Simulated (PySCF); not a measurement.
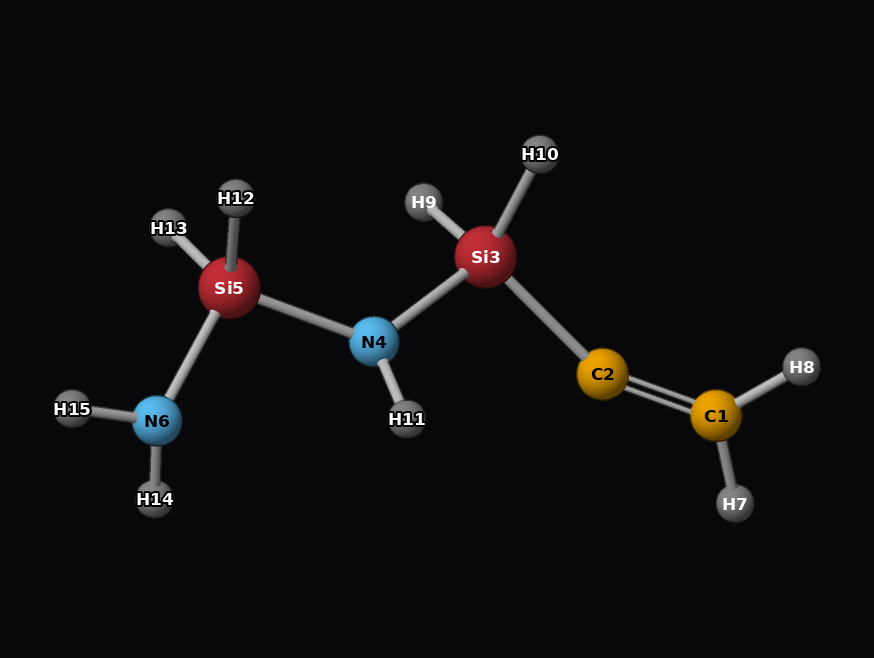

The questions are on Mulliken spin populations. Charge 0, doublet. The geometry was computed by an optimisation with GFN2-xTB. No frequency run is at hand to confirm it as a minimum. Properties computed with UKS B3LYP, pcH-1 on C H N Si, non-relativistic (PySCF 2.14.0).

Q: Which atom carries the largest spin population?

A: C2 (0.98 e).

Q: Which atom has the lowest spin population?

A: C1 (−0.18 e); a negative value comes from spin polarisation.

List the Mulliken spin populations.

```json
{"atom": "C1", "value (e)": "−0.18"}
{"atom": "C2", "value (e)": "0.98"}
{"atom": "Si3", "value (e)": "0.00"}
{"atom": "N4", "value (e)": "0.00"}
{"atom": "Si5", "value (e)": "0.00"}
{"atom": "N6", "value (e)": "0.00"}
{"atom": "H7", "value (e)": "0.06"}
{"atom": "H8", "value (e)": "0.09"}
{"atom": "H9", "value (e)": "0.00"}
{"atom": "H10", "value (e)": "0.04"}
{"atom": "H11", "value (e)": "0.00"}
{"atom": "H12", "value (e)": "0.00"}
{"atom": "H13", "value (e)": "0.00"}
{"atom": "H14", "value (e)": "0.00"}
{"atom": "H15", "value (e)": "0.00"}
```

Mulliken values depend strongly on the basis set. The geometry is semi-empirical. Around Si such bond lengths and angles can be off by a tenth of an ångström or more and by several degrees, and values that hang on the shape move with them.
